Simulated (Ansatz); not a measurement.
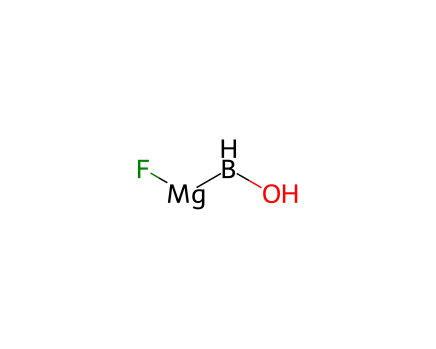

2D structure.

Transcribe the drawing into SMILES.

O[BH][Mg][F]

Give the formula, hydrogens included.

BFH2MgO.

An optimisation with PBE0-D4/def2-TZVP gave a structure of which point group?

Cs. Other conformers may differ.

More results for the same structure follow; atom numbers are the same in all pictures, views and colours differ. The computed structure is the end point of a PBE0-D4/def2-TZVP optimisation. No frequency run is at hand to confirm it as a minimum.

## Geometry

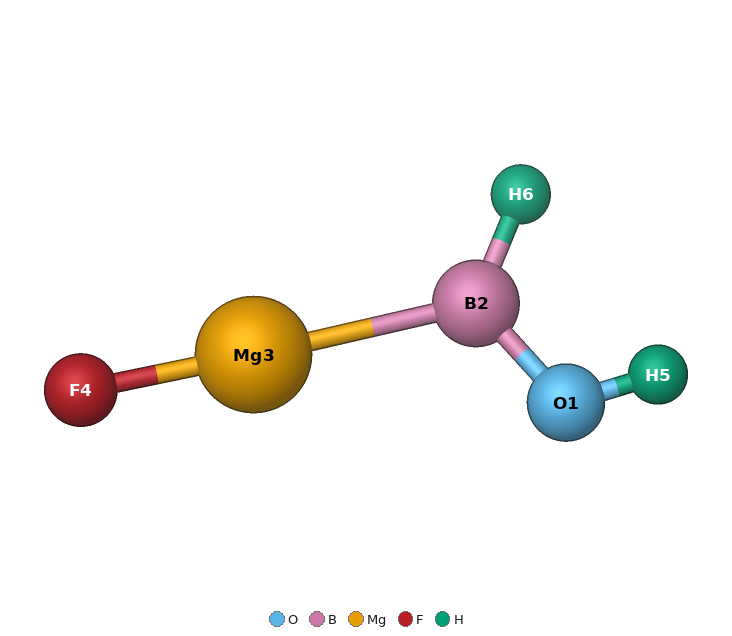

The atoms are numbered. No frequency run is at hand to confirm it as a minimum.

What are the angles B2–O1–H5, O1–B2–Mg3, O1–B2–H6, Mg3–B2–H6, B2–Mg3–F4?

```
    angle  degrees
 B2–O1–H5    113.7
O1–B2–Mg3    117.8
 O1–B2–H6    116.9
Mg3–B2–H6    125.3
B2–Mg3–F4    178.6
```

## Dipole moment

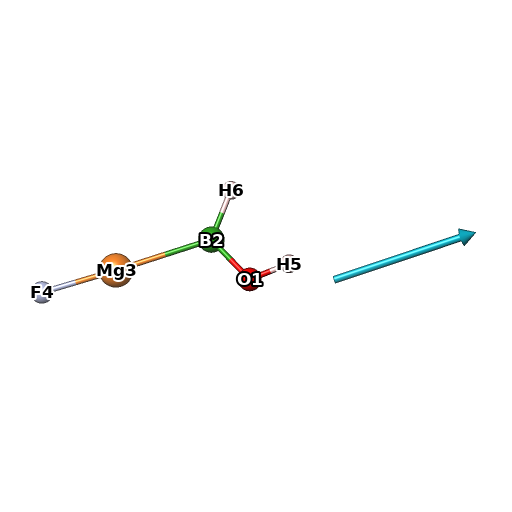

The arrow beside the molecule shows the direction of the dipole moment, from the negative to the positive end (its length means nothing). No frequency run is at hand to confirm it as a minimum. Properties computed with RKS PBE0-D4/def2-TZVP (Ansatz 0.2.0).

How large is the dipole moment?

3.90 D; it points from the side of F4 to the side of H5 (the outermost atoms at the two ends).

## Charges

The questions are on Mulliken charges. No frequency run is at hand to confirm it as a minimum. Level of theory: RKS PBE0-D4/def2-TZVP (Ansatz 0.2.0).

Which atom carries the highest charge (most positive or least negative)?

Mg3 (0.55 e).

And the lowest?

F4 (−0.57 e).

List the Mulliken charges.

```json
{"atom": "O1", "value (e)": "−0.36"}
{"atom": "B2", "value (e)": "0.07"}
{"atom": "Mg3", "value (e)": "0.55"}
{"atom": "F4", "value (e)": "−0.57"}
{"atom": "H5", "value (e)": "0.33"}
{"atom": "H6", "value (e)": "−0.01"}
```

## Electronic properties

No frequency run is at hand to confirm it as a minimum. Properties computed with RKS PBE0-D4/def2-TZVPP (Ansatz 0.2.0).

Give the HOMO energy (Kohn–Sham orbital) at this level.

−6.67 eV.

What is the LUMO energy (Kohn–Sham orbital)?

−1.37 eV.

Mulliken values depend strongly on the basis set and can even reverse the polarity of a bond.
